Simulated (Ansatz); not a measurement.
# From O to Se: the atomisation energy (no zero-point term)

Gas-phase molecules, one atom swapped for its congeners: B(CH3)2(OH); B(CH3)2(SH); B(CH3)2(SeH). All are singlets with charge 0.

Shapes, held fixed at every level: PBE0-D4/def2-TZVP. Programs: Ansatz 0.2.0. Values in eV.

```tsv
level	B(CH3)2(OH)	B(CH3)2(SH)	B(CH3)2(SeH)
HF/def2-SVP	35.21	33.33	32.52
SPW92/def2-TZVPP	51.44	48.37	47.46
B3LYP-D4/def2-TZVPP	45.55	42.95	42.06
BHLYP-D4/def2-TZVPP	44.49	42.13	41.23
r2SCAN0-D4/def2-TZVPP	45.17	42.79	41.89
CCSD/def2-TZVPP	43.96	41.37	40.57
CCSD(T)/def2-TZVPP	44.46	41.87	41.07
```

At CCSD(T)/def2-TZVPP the atomisation energy falls at every step, from 44.46 to 41.07 eV. Every level shows the same order. Relativity is left out for Se. Outer-core shells of Se are correlated in most correlated rows, in sets that cover them unevenly. Spin-orbit coupling, which grows down the group, is left out (summed over each molecule's free atoms 0.02, 0.03, 0.13 eV). Coupled cluster in double- or triple-zeta sets underbinds by a few per cent against its basis-set limit. CCSD also lacks the triples, which bind further.

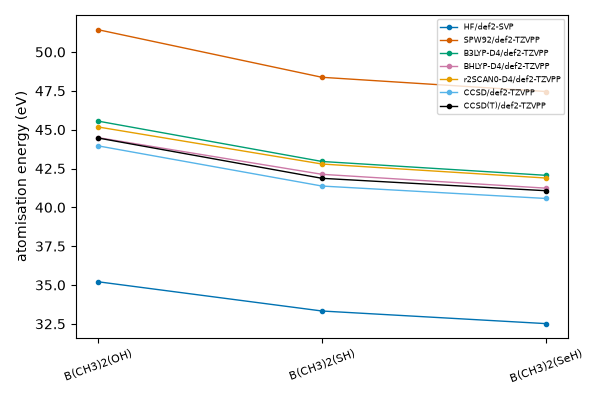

The trend along the series, level by level.
